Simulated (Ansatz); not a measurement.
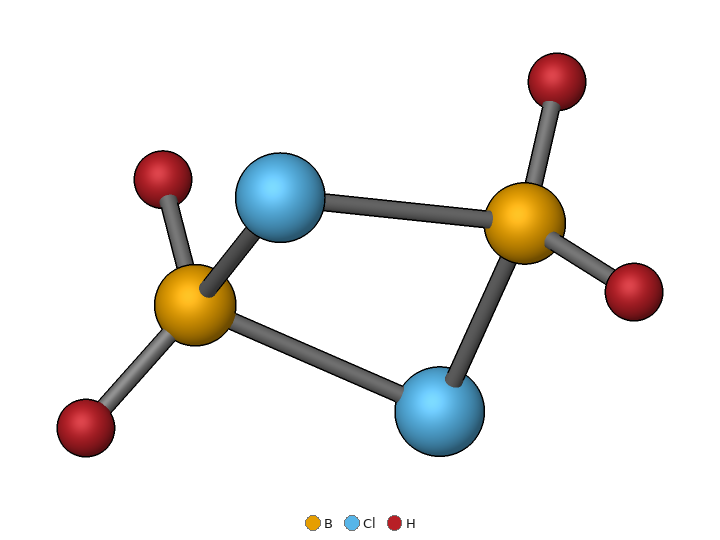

Harmonic vibrations computed with RKS PBE0-D4/def2-TZVP (Ansatz 0.2.0) at a stationary point of the same level.

> Minimum or transition state?

A minimum: no imaginary frequency, and the lowest mode lies at 100 cm⁻¹.

> List the wavenumbers.

18 modes: 100, 284, 392, 512, 534, 578, 756, 784, 834, 846, 1001, 1089, 1154, 1166, 2612, 2617, 2727, 2729 cm⁻¹.
